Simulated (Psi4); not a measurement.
**UHF/cc-pVDZ (Cholesky decomposition, cholesky tolerance 1e-05, sweep point 7) run of Si2H4 (SMILES [SiH][SiH3])**

What is the vertical ionisation energy of Si2H4 at UHF/cc-pVDZ (Cholesky decomposition, cholesky tolerance 1e-05, sweep point 7)? 

The results are computed with Psi4 1.11.

2 further runs of the same task are left out: 2 set aside as unsound or not needed.

### Step 1. Starting point

The species is Si2H4 (6 atoms), meant as a triplet with charge 0. As SMILES, `[SiH][SiH3]`. The shape is that of a GFN2-xTB optimisation.

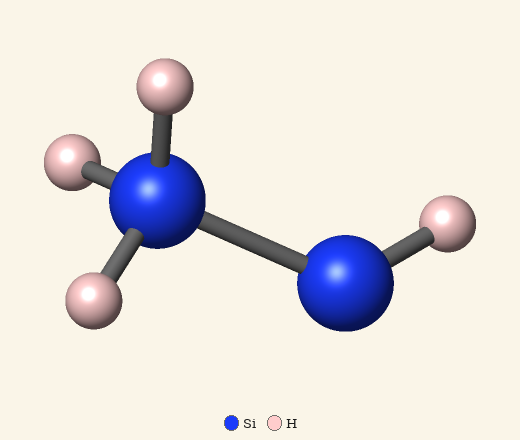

The structure, seen from a chosen angle (silicon blue, hydrogen pink).

### Step 2. A single-point energy at UHF/cc-pVDZ (Cholesky decomposition, cholesky tolerance 1e-05, sweep point 7)

Input file calc.dat:

```
memory 1.6 GB

molecule m {
  0 3
  Si     0.322720    -1.575880     0.287350
  Si    -0.300130     0.523270    -0.245660
  H      1.427930    -2.017820     1.155760
  H     -1.456530     0.376070    -1.136010
  H      0.714920     1.325330    -0.951090
  H     -0.708920     1.369020     0.889660
  units angstrom
  symmetry c1
}

set globals {
  reference uhf
  puream true
  scf_type cd
  cholesky_tolerance 1e-05
  maxiter 150
}

energy_value = energy("hf/cc-pVDZ")
```

Run with:

```bash
$ psi4 calc.dat calc.out -n 1
```

calc.out:

```text
[...]
  Running in c1 symmetry.
[...]
  Nuclear repulsion =   76.540044270488778
[...]
  Multiplicity = 3
[...]
  Nalpha       = 17
  Nbeta        = 15
[...]
    Number of basis functions: 56
[...]
   @UHF iter   1:  -580.07051779471067   -5.92072e-01   2.73372e-03 DIIS/ADIIS
[...]
   @UHF iter   9:  -580.11501714897929   -2.64687e-08   5.00114e-07 DIIS
[...]
   @S^2 Observed:                2.012891794E+00
[...]
    Orbital Energies [Eh]
    ---------------------
    Alpha Occupied:
       1A    -68.788842     2A    -68.784267     3A     -6.143414
       4A     -6.136199     5A     -4.253830     6A     -4.251706
       7A     -4.243323     8A     -4.242322     9A     -4.241731
      10A     -4.241412    11A     -0.774579    12A     -0.671656
      13A     -0.501559    14A     -0.492380    15A     -0.459663
      16A     -0.356384    17A     -0.308334
    Alpha Virtual:
      18A      0.127646    19A      0.145261    20A      0.168335
      21A      0.192634    22A      0.215708    23A      0.343526
      24A      0.364424    25A      0.400977    26A      0.401995
[...]
  @UHF Final Energy:  -580.11501714897929
   => Energetics <=
    Nuclear Repulsion Energy =             76.5400442704887780
    One-Electron Energy =                -956.4348115723021237
    Two-Electron Energy =                 299.7797501528339694
    Total Energy =                       -580.1150171489794047
  UHF NO Occupations:
  HONO-2 :   15  A 1.9943298
  HONO-1 :   16  A 1.0000000
[...]
 Multipole Moments:
 ------------------------------------------------------------------------------------
     Multipole            Electronic (a.u.)      Nuclear  (a.u.)        Total (a.u.)
 ------------------------------------------------------------------------------------
 L = 1.  Multiply by 2.5417464519 to convert [e a0] to [Debye]
 Dipole X            :          0.0833456           -0.0592217            0.0241239
 Dipole Y            :         -2.8131535            2.7590956           -0.0540578
 Dipole Z            :          0.1286327           -0.1092692            0.0193634
 Magnitude           :                                                    0.0622828
[...]
```

Run time: 2.6 s. Hardware: 1 thread of AMD EPYC 9R45 (Zen 5), shared host; peak memory 0.33 GiB.

### Step 3. The doublet cation

Input file calc.dat:

```
memory 1.6 GB

molecule geom {
  1 2
  Si     0.322720    -1.575880     0.287350
  Si    -0.300130     0.523270    -0.245660
  H      1.427930    -2.017820     1.155760
  H     -1.456530     0.376070    -1.136010
  H      0.714920     1.325330    -0.951090
  H     -0.708920     1.369020     0.889660
  units angstrom
  symmetry c1
}

set {
  basis              cc-pVDZ
  reference          uhf
  puream             true
  scf_type           cd
  cholesky_tolerance 1e-05
  maxiter            150
}

result, w = energy("hf", return_wfn=True)
```

Run with:

```bash
$ psi4 -n 1 calc.dat calc.out
```

calc.out:

```text
[...]
  Running in c1 symmetry.
[...]
  Nuclear repulsion =   76.540044270488778
[...]
  Multiplicity = 2
[...]
  Nalpha       = 16
  Nbeta        = 15
[...]
    Number of basis functions: 56
[...]
   @UHF iter   1:  -579.77519510850630   -2.96750e-01   3.59310e-03 ADIIS/DIIS
[...]
   @UHF iter   9:  -579.83649904720687   -1.39846e-08   4.06668e-07 DIIS
[...]
   @S^2 Observed:                7.575693991E-01
[...]
    Orbital Energies [Eh]
    ---------------------
    Alpha Occupied:
       1A    -69.100247     2A    -68.981969     3A     -6.448517
       4A     -6.337028     5A     -4.557920     6A     -4.549901
       7A     -4.547001     8A     -4.444295     9A     -4.441697
      10A     -4.441642    11A     -0.994508    12A     -0.886195
      13A     -0.713402    14A     -0.675060    15A     -0.672216
      16A     -0.600372
    Alpha Virtual:
      17A     -0.249789    18A     -0.081202    19A     -0.053717
      20A     -0.014504    21A      0.006964    22A      0.032936
      23A      0.144173    24A      0.152351    25A      0.193968
[...]
  @UHF Final Energy:  -579.83649904720687
   => Energetics <=
    Nuclear Repulsion Energy =             76.5400442704887780
    One-Electron Energy =                -948.7213612012417343
    Two-Electron Energy =                 292.3448178835459998
    Total Energy =                       -579.8364990472068712
  UHF NO Occupations:
  HONO-2 :   14  A 1.9997845
  HONO-1 :   15  A 1.9966613
[...]
 Multipole Moments:
 ------------------------------------------------------------------------------------
     Multipole            Electronic (a.u.)      Nuclear  (a.u.)        Total (a.u.)
 ------------------------------------------------------------------------------------
 L = 1.  Multiply by 2.5417464519 to convert [e a0] to [Debye]
 Dipole X            :          0.5052077           -0.0592217            0.4459860
 Dipole Y            :         -3.8692310            2.7590956           -1.1101353
 Dipole Z            :          0.4808010           -0.1092692            0.3715318
 Magnitude           :                                                    1.2527330
[...]
```

Run time: 2.5 s. Hardware: 1 thread of AMD EPYC 9R45 (Zen 5), shared host; peak memory 0.33 GiB.

### Step 4. Results

At UHF/cc-pVDZ (Cholesky decomposition, cholesky tolerance 1e-05, sweep point 7):

| quantity | value |
| --- | --- |
| triplet Si2H4: total energy | -580.11502 Eh |
| triplet Si2H4: dipole moment | 0.16 D |
| triplet Si2H4: HOMO energy (highest over α and β) | -8.39 eV |
| triplet Si2H4: LUMO energy (lowest over α and β) | 0.86 eV |
| triplet Si2H4: ⟨S²⟩ | 2.013 |
| doublet cation: total energy | -579.83650 Eh |
| doublet cation: HOMO energy (highest over α and β) | -16.34 eV |
| doublet cation: LUMO energy (lowest over α and β) | -6.80 eV |
| doublet cation: ⟨S²⟩ | 0.758 |
| vertical ionisation energy (to the doublet cation) | 7.579 eV |

In words: Removing an electron at fixed nuclei costs 7.58 eV (175 kcal/mol).
